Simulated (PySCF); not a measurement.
**Run report: C$_{3}$H$_{9}$Ga (charge +1), geometry relaxation**

- system: C$_{3}$H$_{9}$Ga, charge +1, multiplicity 2
- method: PBE0-D3(BJ)/def2-SVP geometry optimisation, gas phase (PySCF 2.14.0)

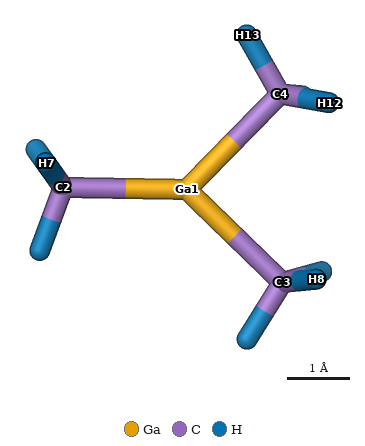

The starting structure (stick view, seen at a tilt; atoms are numbered from 1 in the order of the input). Sticks mark near contacts.

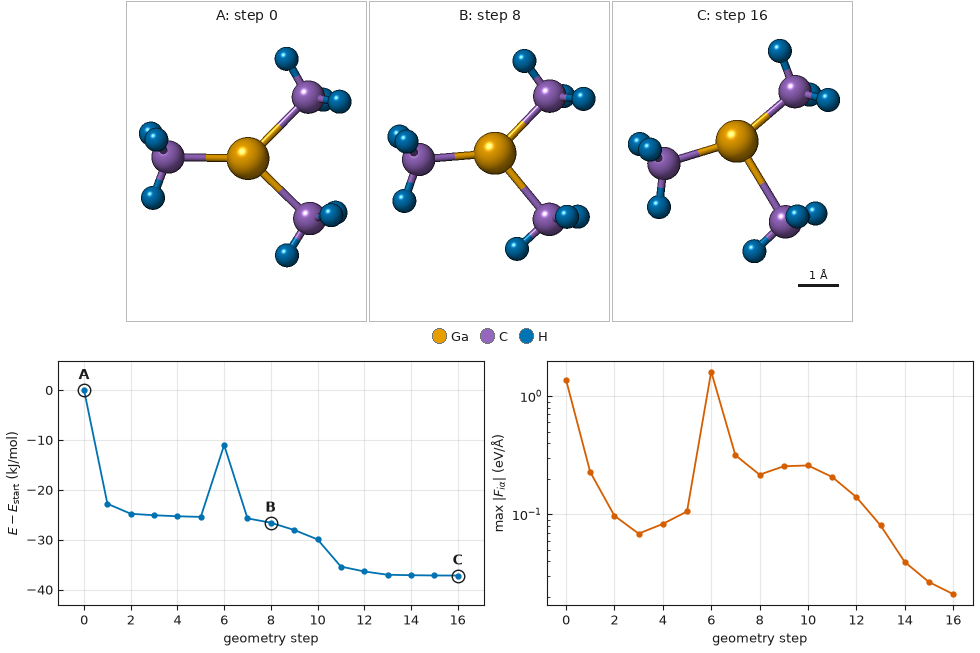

Frames of the relaxation (ball-and-stick view, seen on its broad side) above the curves, on which the letters mark them (steps are counted from 0).

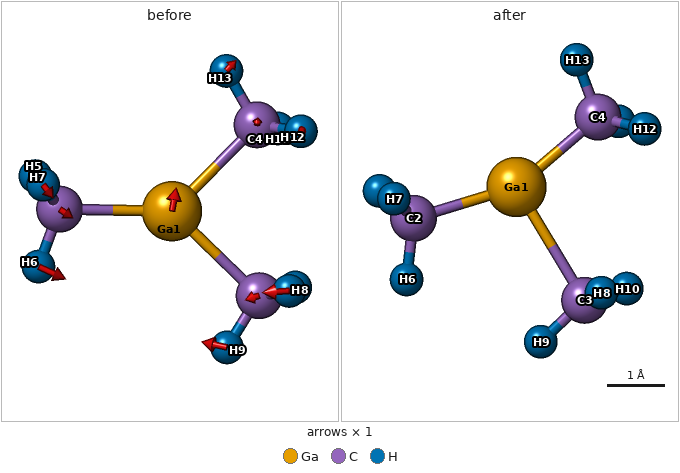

Before (left) and after (right) the relaxation, at one scale (ball-and-stick view, seen on its broad side). The red arrows give the displacements, at true length. After 16 geometry steps the energy has fallen by 37.2 kJ/mol. The largest force component goes from 1.4 to 0.021 eV/Å. The largest move after the best rigid fit is that of H6, 0.55 Å. Largest moves by element: H 0.55 Å, Ga 0.44 Å, C 0.30 Å. Among the contacts that change: Ga1–C4 2.172 → 1.928 Å, Ga1–C3 2.159 → 2.356 Å, Ga1–C2 2.006 → 1.928 Å, C3–H10 1.065 → 1.095 Å. Among the angles that change: C2–Ga1–C3 136.8° → 103.6°, C2–Ga1–C4 133.7° → 156.5°, Ga1–C3–H8 106.8° → 94.7°. (Atoms are counted from 1 in the order of the input.)

The input and output of the run follow.

The input
```
{"job": {"xc": "PBE0", "basis": "def2-SVP", "d3": "d3bj", "grid": 2, "kind": "geom", "shake": 0.01}, "charge": 1, "multiplicity": 2}
Ga     0.077283    -0.290502     0.159391
C      0.362291    -1.965061     1.226804
C      0.836786     0.552386    -1.678024
C     -1.199502     1.448422     0.410030
H     -0.594957    -2.436888     1.455907
H      0.976064    -2.653437     0.645658
H      0.894628    -1.722869     2.163938
H      1.505298     1.401246    -1.392063
H      1.429640    -0.261617    -2.077282
H      0.025477     0.858282    -2.297035
H     -2.022843     1.368939    -0.333876
H     -0.630153     2.351799     0.309284
H     -1.649802     1.331929     1.414672
```

The first line tells a small driver script what to run in PySCF; the rest is the geometry in Å.

Run as:
```bash
OMP_NUM_THREADS=1 python <driver script> task.json out
```

The program's output
```
step   0  E = -2043.53281141  max force = 0.026761
step   1  E = -2043.54148370  max force = 0.004439
step   2  E = -2043.54224621  max force = 0.001895
step   3  E = -2043.54235915  max force = 0.001338
step   4  E = -2043.54243767  max force = 0.001616
step   5  E = -2043.54248397  max force = 0.002059
step   6  E = -2043.53700180  max force = 0.031345
step   7  E = -2043.54259816  max force = 0.006161
step   8  E = -2043.54292954  max force = 0.004214
step   9  E = -2043.54348377  max force = 0.004969
step  10  E = -2043.54420326  max force = 0.005044
step  11  E = -2043.54627771  max force = 0.004034
step  12  E = -2043.54664986  max force = 0.002725
step  13  E = -2043.54690161  max force = 0.001572
step  14  E = -2043.54693656  max force = 0.000771
step  15  E = -2043.54695651  max force = 0.000522
step  16  E = -2043.54696308  max force = 0.000413
optimisation converged
```

Trajectory as extended XYZ (Å, eV, eV/Å), 17 frames, from step=0 to step=16
```
13
Properties=species:S:1:pos:R:3:forces:R:3 step=0 energy=-55607.36018
Ga    0.0773   -0.2905    0.1594   -0.0922  -0.0635   0.1398
C     0.3623   -1.9651    1.2268    0.1124   1.1569  -0.3851
C     0.8368    0.5524   -1.6780    1.0524   0.6031   1.3761
C    -1.1995    1.4484    0.4100   -1.1836  -0.8658  -0.0569
H    -0.5950   -2.4369    1.4559   -0.3052  -0.0463   0.0642
H     0.9761   -2.6534    0.6457    0.1935  -0.2183  -0.2292
H     0.8946   -1.7229    2.1639   -0.1171   0.0524  -0.0986
H     1.5053    1.4013   -1.3921   -0.5341  -0.3933   0.0317
H     1.4296   -0.2616   -2.0773    0.1477  -0.7545  -0.1112
H     0.0255    0.8583   -2.2970   -0.9775   0.2816  -0.5885
H    -2.0228    1.3689   -0.3339    0.5820  -0.0813  -0.0106
H    -0.6301    2.3518    0.3093    0.6397   0.6336  -0.1845
H    -1.6498    1.3319    1.4147    0.4820  -0.3046   0.0528
13
Properties=species:S:1:pos:R:3:forces:R:3 step=1 energy=-55607.59616
Ga    0.0357   -0.2411    0.1769   -0.0894   0.1047   0.0032
C     0.3679   -1.8819    1.1525   -0.0061   0.1826  -0.1460
C     0.8263    0.5178   -1.6081    0.0580  -0.0205   0.0764
C    -1.2067    1.4367    0.4113    0.0079  -0.2283  -0.0075
H    -0.5839   -2.3856    1.3846    0.0175   0.0227   0.0220
H     0.9943   -2.5556    0.5474   -0.0169   0.0024   0.0017
H     0.8972   -1.6585    2.0926   -0.0396   0.0056   0.0120
H     1.4793    1.3509   -1.3255   -0.0146   0.1107   0.0771
H     1.3935   -0.3645   -1.9485   -0.1201  -0.0985   0.0627
H     0.0056    0.8170   -2.2675   -0.0375  -0.0084  -0.0250
H    -1.9947    1.3427   -0.3472    0.0687   0.0088  -0.1051
H    -0.6095    2.3504    0.3105   -0.0043  -0.0226  -0.0015
H    -1.5949    1.2547    1.4284    0.1764  -0.0595   0.0300
13
Properties=species:S:1:pos:R:3:forces:R:3 step=2 energy=-55607.61691
Ga    0.0360   -0.2363    0.1683   -0.0499   0.0410   0.0101
C     0.3587   -1.8586    1.1447    0.0391   0.0119  -0.0563
C     0.8129    0.5292   -1.5952    0.0653   0.0542   0.0114
C    -1.1842    1.4076    0.3988    0.0009  -0.0975  -0.0409
H    -0.5955   -2.3558    1.3781   -0.0003  -0.0060   0.0182
H     0.9850   -2.5389    0.5476   -0.0075  -0.0224   0.0300
H     0.8798   -1.6293    2.0877   -0.0106  -0.0105   0.0151
H     1.4608    1.3665   -1.3015   -0.0309  -0.0125  -0.0138
H     1.3660   -0.3664   -1.9237   -0.0387  -0.0334   0.0066
H    -0.0116    0.8252   -2.2531    0.0243  -0.0034  -0.0238
H    -1.9676    1.3120   -0.3653    0.0169   0.0458   0.0061
H    -0.5854    2.3197    0.2993   -0.0518   0.0299   0.0144
H    -1.5447    1.2079    1.4218    0.0434   0.0029   0.0230
13
Properties=species:S:1:pos:R:3:forces:R:3 step=3 energy=-55607.61998
Ga    0.0312   -0.2291    0.1653   -0.0450   0.0145   0.0306
C     0.3594   -1.8526    1.1386    0.0274  -0.0004  -0.0301
C     0.8190    0.5268   -1.5982    0.0381   0.0337  -0.0354
C    -1.1892    1.4059    0.4026    0.0366  -0.0688  -0.0280
H    -0.5937   -2.3511    1.3744   -0.0068  -0.0016   0.0064
H     0.9863   -2.5364    0.5466   -0.0026  -0.0117   0.0161
H     0.8771   -1.6235    2.0837   -0.0018  -0.0002   0.0076
H     1.4703    1.3614   -1.3068   -0.0051  -0.0068  -0.0008
H     1.3611   -0.3804   -1.9135   -0.0156  -0.0172   0.0113
H     0.0032    0.8230   -2.2667    0.0074   0.0018  -0.0087
H    -1.9780    1.3159   -0.3555   -0.0119   0.0219   0.0096
H    -0.6025    2.3260    0.3077   -0.0255   0.0286   0.0081
H    -1.5342    1.1970    1.4294    0.0048   0.0062   0.0134
13
Properties=species:S:1:pos:R:3:forces:R:3 step=4 energy=-55607.62212
Ga    0.0226   -0.2193    0.1628   -0.0536   0.0176   0.0497
C     0.3614   -1.8448    1.1297    0.0161  -0.0207  -0.0008
C     0.8300    0.5224   -1.6055    0.0210   0.0151  -0.0831
C    -1.1973    1.4034    0.4098    0.0657  -0.0333  -0.0188
H    -0.5907   -2.3450    1.3684   -0.0043   0.0052  -0.0066
H     0.9896   -2.5318    0.5434    0.0010  -0.0001   0.0020
H     0.8756   -1.6143    2.0768    0.0039   0.0077  -0.0041
H     1.4898    1.3500   -1.3149    0.0075  -0.0085   0.0173
H     1.3545   -0.4022   -1.9000    0.0028   0.0003   0.0157
H     0.0264    0.8220   -2.2873   -0.0100   0.0046   0.0167
H    -1.9986    1.3197   -0.3359   -0.0220  -0.0049   0.0142
H    -0.6294    2.3361    0.3186   -0.0023   0.0054  -0.0008
H    -1.5237    1.1865    1.4416   -0.0258   0.0115  -0.0014
13
Properties=species:S:1:pos:R:3:forces:R:3 step=5 energy=-55607.62338
Ga    0.0143   -0.2126    0.1644   -0.0671   0.0154   0.0782
C     0.3640   -1.8409    1.1238    0.0178  -0.0232  -0.0025
C     0.8367    0.5192   -1.6099    0.0272   0.0057  -0.1059
C    -1.2020    1.4022    0.4134    0.0701  -0.0276  -0.0169
H    -0.5867   -2.3435    1.3638   -0.0029   0.0068  -0.0097
H     0.9934   -2.5272    0.5383    0.0016   0.0036  -0.0029
H     0.8777   -1.6093    2.0710    0.0048   0.0093  -0.0069
H     1.5036    1.3395   -1.3157    0.0082  -0.0057   0.0261
H     1.3484   -0.4166   -1.8911    0.0046   0.0062   0.0140
H     0.0388    0.8241   -2.2961   -0.0164   0.0052   0.0258
H    -2.0123    1.3193   -0.3228   -0.0206  -0.0106   0.0111
H    -0.6443    2.3411    0.3201    0.0044  -0.0030  -0.0046
H    -1.5214    1.1876    1.4483   -0.0317   0.0178  -0.0059
13
Properties=species:S:1:pos:R:3:forces:R:3 step=6 energy=-55607.47420
Ga   -0.1993   -0.0546    0.2155    1.1302  -1.3843  -0.2079
C     0.4373   -1.7250    0.9503   -0.2470   0.0354   0.3399
C     1.0016    0.3906   -1.6688   -0.1283  -0.3604  -0.0136
C    -1.3132    1.3830    0.4748   -1.3454   1.6118   0.7346
H    -0.4672   -2.2935    1.2356    0.0619  -0.0109  -0.0357
H     1.0880   -2.3767    0.3558    0.0125   0.1524  -0.2241
H     0.9593   -1.4739    1.8915    0.0155   0.0015  -0.0503
H     1.7880    1.0142   -1.2330    0.0842   0.0288   0.0114
H     1.1205   -0.7048   -1.6498    0.2172   0.2013  -0.2876
H     0.3548    0.8284   -2.4354   -0.0108   0.0483   0.0542
H    -2.2929    1.3028   -0.0215    0.0213  -0.2485  -0.0723
H    -0.9811    2.4214    0.3245    0.3588  -0.1886  -0.1628
H    -1.4856    1.2712    1.5679   -0.1700   0.1129  -0.0857
13
Properties=species:S:1:pos:R:3:forces:R:3 step=7 energy=-55607.62649
Ga   -0.0944   -0.1313    0.1947    0.0748  -0.2576   0.2005
C     0.4013   -1.7900    1.0425   -0.0136  -0.0387   0.0568
C     0.9172    0.4639   -1.6486    0.1093  -0.2016  -0.2321
C    -1.2589    1.3940    0.4496   -0.2414   0.3168   0.2012
H    -0.5276   -2.3271    1.3016    0.0142   0.0172  -0.0331
H     1.0433   -2.4573    0.4524    0.0074   0.0630  -0.0865
H     0.9179   -1.5494    1.9877    0.0084   0.0218  -0.0318
H     1.6564    1.1901   -1.2924    0.0210   0.0238   0.0708
H     1.2531   -0.5789   -1.7718    0.0580   0.1088  -0.0882
H     0.1883    0.8341   -2.3771   -0.0604   0.0237   0.0779
H    -2.1620    1.3151   -0.1729   -0.0007  -0.0923  -0.0239
H    -0.8137    2.3903    0.3254    0.1354  -0.0951  -0.0555
H    -1.5107    1.2294    1.5162   -0.1123   0.1102  -0.0561
13
Properties=species:S:1:pos:R:3:forces:R:3 step=8 energy=-55607.63550
Ga   -0.0429   -0.1731    0.1856   -0.1765   0.0790   0.2167
C     0.3860   -1.8206    1.0839    0.0327  -0.0329  -0.0178
C     0.8809    0.4874   -1.6326    0.0956  -0.0574  -0.1984
C    -1.2393    1.4060    0.4374    0.0675  -0.0576   0.0169
H    -0.5522   -2.3444    1.3318    0.0042   0.0111  -0.0176
H     1.0227   -2.4904    0.4891    0.0021   0.0201  -0.0256
H     0.9037   -1.5856    2.0289    0.0047   0.0117  -0.0153
H     1.5888    1.2595   -1.3074   -0.0023   0.0134   0.0676
H     1.3111   -0.5063   -1.8381    0.0036   0.0319  -0.0088
H     0.1149    0.8290   -2.3370   -0.0511   0.0094   0.0618
H    -2.0977    1.3222   -0.2437    0.0067  -0.0325  -0.0201
H    -0.7322    2.3720    0.3212    0.0458  -0.0438  -0.0279
H    -1.5337    1.2272    1.4885   -0.0331   0.0475  -0.0314
13
Properties=species:S:1:pos:R:3:forces:R:3 step=9 energy=-55607.65059
Ga   -0.0881   -0.1444    0.2067   -0.2004   0.0997   0.2555
C     0.4037   -1.8045    1.0520    0.0315  -0.0361  -0.0124
C     0.9149    0.4552   -1.6431    0.1252  -0.1118  -0.2136
C    -1.2712    1.4141    0.4561    0.0204  -0.0450   0.0720
H    -0.5219   -2.3481    1.3061    0.0082   0.0122  -0.0205
H     1.0447   -2.4548    0.4411    0.0009   0.0326  -0.0406
H     0.9289   -1.5705    1.9935    0.0042   0.0121  -0.0193
H     1.6461    1.1924   -1.2906   -0.0059   0.0209   0.0795
H     1.2835   -0.5702   -1.8016    0.0147   0.0528  -0.0396
H     0.1711    0.8247   -2.3568   -0.0669   0.0141   0.0743
H    -2.1564    1.3268   -0.1905    0.0229  -0.0447  -0.0420
H    -0.7903    2.3913    0.3180    0.0748  -0.0646  -0.0461
H    -1.5549    1.2710    1.5164   -0.0296   0.0577  -0.0472
13
Properties=species:S:1:pos:R:3:forces:R:3 step=10 energy=-55607.67016
Ga   -0.1046   -0.1408    0.2310   -0.1924   0.0738   0.2594
C     0.4099   -1.8055    1.0472    0.0637  -0.0504  -0.0415
C     0.9110    0.4442   -1.6289    0.1410  -0.0572  -0.2044
C    -1.2741    1.4202    0.4535    0.0441  -0.0757   0.0110
H    -0.5072   -2.3631    1.2994    0.0008   0.0021  -0.0095
H     1.0509   -2.4333    0.4131   -0.0006   0.0142  -0.0149
H     0.9445   -1.5800    1.9851    0.0051   0.0026  -0.0091
H     1.6376    1.1807   -1.2625   -0.0207  -0.0088   0.0557
H     1.2798   -0.5781   -1.7987    0.0156   0.0412  -0.0369
H     0.1555    0.8219   -2.3259   -0.0515   0.0075   0.0599
H    -2.1461    1.3250   -0.2102    0.0088  -0.0001  -0.0128
H    -0.7687    2.3810    0.2936    0.0276  -0.0158  -0.0262
H    -1.5784    1.3107    1.5107   -0.0415   0.0665  -0.0306
13
Properties=species:S:1:pos:R:3:forces:R:3 step=11 energy=-55607.72661
Ga   -0.2062   -0.1143    0.3695   -0.1151  -0.0100   0.2074
C     0.4545   -1.8057    1.0017    0.0837  -0.0281  -0.0991
C     0.9062    0.3596   -1.5554    0.0843   0.1274  -0.0583
C    -1.3092    1.4704    0.4529    0.1013  -0.1977  -0.1163
H    -0.4079   -2.4469    1.2415   -0.0128  -0.0235   0.0272
H     1.0857   -2.3028    0.2520   -0.0054  -0.0366   0.0485
H     1.0427   -1.6305    1.9164    0.0018  -0.0154   0.0245
H     1.6082    1.0835   -1.1172    0.0101  -0.0835  -0.0169
H     1.2710   -0.6492   -1.7711    0.0336   0.0026  -0.0666
H     0.1051    0.7769   -2.1746   -0.0099  -0.0502  -0.0285
H    -2.1193    1.3475   -0.2819   -0.0546   0.1113   0.0227
H    -0.7000    2.3475    0.2036   -0.0790   0.1474   0.0224
H    -1.7207    1.5469    1.4700   -0.0379   0.0563   0.0330
13
Properties=species:S:1:pos:R:3:forces:R:3 step=12 energy=-55607.73674
Ga   -0.2261   -0.1093    0.3965   -0.0858   0.0094   0.1291
C     0.4632   -1.8060    0.9942    0.0391  -0.0012  -0.0549
C     0.9148    0.3396   -1.5512    0.0624   0.1047  -0.0485
C    -1.3225    1.4812    0.4583    0.0780  -0.1401  -0.0985
H    -0.3888   -2.4616    1.2344   -0.0089  -0.0104   0.0205
H     1.0914   -2.2847    0.2309   -0.0014  -0.0266   0.0290
H     1.0594   -1.6389    1.9056   -0.0014  -0.0076   0.0164
H     1.6184    1.0548   -1.1029    0.0097  -0.0594  -0.0067
H     1.2815   -0.6639   -1.7856    0.0186  -0.0049  -0.0441
H     0.1092    0.7628   -2.1608   -0.0094  -0.0411  -0.0177
H    -2.1282    1.3664   -0.2837   -0.0284   0.0702   0.0212
H    -0.7103    2.3574    0.2062   -0.0571   0.0887   0.0226
H    -1.7519    1.5852    1.4656   -0.0155   0.0183   0.0317
13
Properties=species:S:1:pos:R:3:forces:R:3 step=13 energy=-55607.74359
Ga   -0.2332   -0.1070    0.4058   -0.0409   0.0173   0.0259
C     0.4640   -1.8070    0.9985   -0.0096   0.0252   0.0085
C     0.9317    0.3329   -1.5682    0.0529  -0.0073  -0.0808
C    -1.3326    1.4825    0.4639    0.0134  -0.0040  -0.0129
H    -0.3871   -2.4626    1.2457   -0.0031   0.0114  -0.0001
H     1.0915   -2.2927    0.2399    0.0022  -0.0008  -0.0076
H     1.0596   -1.6390    1.9108   -0.0014   0.0060  -0.0028
H     1.6437    1.0350   -1.1158   -0.0031   0.0023   0.0205
H     1.3004   -0.6651   -1.8258   -0.0103  -0.0035   0.0081
H     0.1244    0.7579   -2.1746   -0.0104  -0.0002   0.0213
H    -2.1451    1.3880   -0.2741    0.0054  -0.0072   0.0066
H    -0.7397    2.3791    0.2297   -0.0009  -0.0184   0.0111
H    -1.7675    1.5808    1.4715    0.0057  -0.0206   0.0022
13
Properties=species:S:1:pos:R:3:forces:R:3 step=14 energy=-55607.74454
Ga   -0.2393   -0.1031    0.4110   -0.0035  -0.0051  -0.0121
C     0.4643   -1.8013    0.9963   -0.0061   0.0115   0.0171
C     0.9393    0.3255   -1.5722    0.0277  -0.0096  -0.0396
C    -1.3368    1.4825    0.4660   -0.0199   0.0303   0.0087
H    -0.3854   -2.4577    1.2459    0.0002   0.0044   0.0008
H     1.0897   -2.2845    0.2343   -0.0026   0.0010  -0.0011
H     1.0626   -1.6328    1.9067    0.0009   0.0014  -0.0027
H     1.6510    1.0226   -1.1117   -0.0007   0.0011   0.0082
H     1.3036   -0.6732   -1.8326   -0.0073   0.0016   0.0049
H     0.1288    0.7542   -2.1716   -0.0036   0.0031   0.0111
H    -2.1478    1.3909   -0.2737    0.0038  -0.0099  -0.0006
H    -0.7444    2.3805    0.2368    0.0071  -0.0129   0.0054
H    -1.7755    1.5794    1.4722    0.0041  -0.0168   0.0000
13
Properties=species:S:1:pos:R:3:forces:R:3 step=15 energy=-55607.74508
Ga   -0.2384   -0.1010    0.4062    0.0013   0.0027  -0.0268
C     0.4615   -1.7964    0.9992    0.0047  -0.0023   0.0154
C     0.9479    0.3241   -1.5820    0.0055  -0.0127  -0.0020
C    -1.3397    1.4804    0.4672   -0.0233   0.0197   0.0211
H    -0.3904   -2.4477    1.2542    0.0000  -0.0002   0.0005
H     1.0846   -2.2868    0.2399   -0.0027  -0.0004   0.0000
H     1.0610   -1.6239    1.9081    0.0033   0.0003  -0.0023
H     1.6613    1.0164   -1.1168    0.0001  -0.0001  -0.0010
H     1.3058   -0.6767   -1.8425   -0.0023   0.0015   0.0014
H     0.1365    0.7568   -2.1771    0.0007   0.0069   0.0035
H    -2.1511    1.3915   -0.2722    0.0044  -0.0054  -0.0048
H    -0.7512    2.3830    0.2481    0.0094  -0.0054  -0.0007
H    -1.7777    1.5632    1.4751   -0.0011  -0.0045  -0.0044
13
Properties=species:S:1:pos:R:3:forces:R:3 step=16 energy=-55607.74526
Ga   -0.2386   -0.0994    0.4031    0.0004   0.0026  -0.0212
C     0.4604   -1.7934    1.0012    0.0077  -0.0034   0.0084
C     0.9524    0.3221   -1.5858   -0.0067  -0.0061   0.0147
C    -1.3426    1.4804    0.4672   -0.0105   0.0004   0.0142
H    -0.3921   -2.4422    1.2607   -0.0001  -0.0001   0.0015
H     1.0807   -2.2882    0.2424   -0.0024  -0.0012   0.0002
H     1.0626   -1.6183    1.9078    0.0027   0.0009  -0.0016
H     1.6678    1.0107   -1.1183    0.0032  -0.0021  -0.0029
H     1.3051   -0.6806   -1.8459    0.0001  -0.0002  -0.0024
H     0.1420    0.7592   -2.1790    0.0020   0.0045  -0.0011
H    -2.1519    1.3922   -0.2744    0.0029   0.0016  -0.0052
H    -0.7537    2.3839    0.2535    0.0040   0.0011  -0.0012
H    -1.7821    1.5563    1.4749   -0.0032   0.0020  -0.0034
```

Summary

- outcome: converged
- total energy: −2043.546963 hartree
- ⟨S²⟩: 0.754
- point group: C1
- hardware: 1 CPU thread, shared host
- wall time: 4.1 min
- peak memory: 0.66 GiB
